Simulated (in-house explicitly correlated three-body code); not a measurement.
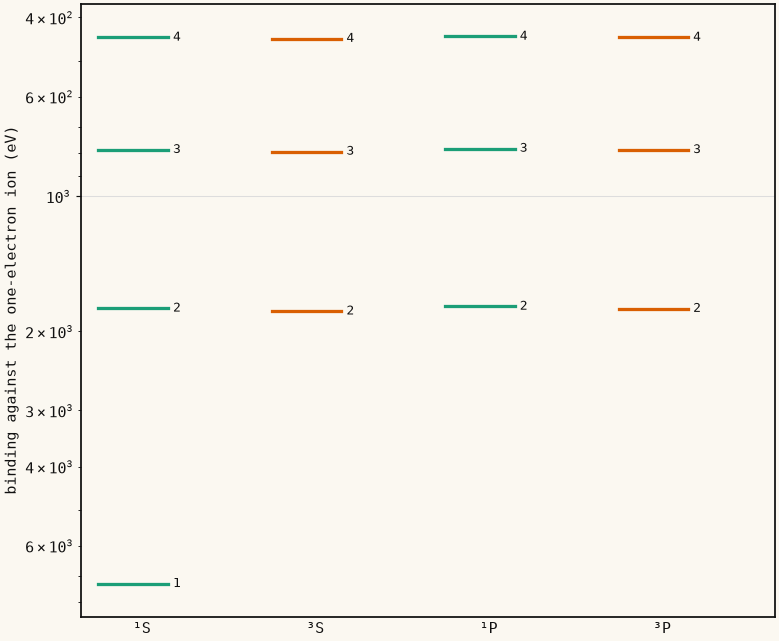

Two electrons around a point charge Z = 23.783. Computed variationally in 260 exponentially correlated functions with an in-house code, non-relativistic, converged to about 10⁻⁸ of the energy. The plot shows the bound S and P states that converged, by term and principal number n, on a logarithmic scale of binding.

Q: Describe the level scheme.

A: The ground state is bound by 7296 eV. The n = 2 states drawn run, from the deepest, 2 ³S (1804 eV), 2 ³P (1780 eV), 2 ¹S (1777 eV), 2 ¹P (1760 eV). Exchange puts 2 ³S below 2 ¹S by 26.6 eV and 2 ³P below 2 ¹P by 19.9 eV. Quantum defects n − (Z − 1)/√(2 E(binding)): 2 ³S 0.021, 2 ³P 0.008, 2 ¹S 0.006, 2 ¹P −0.003.
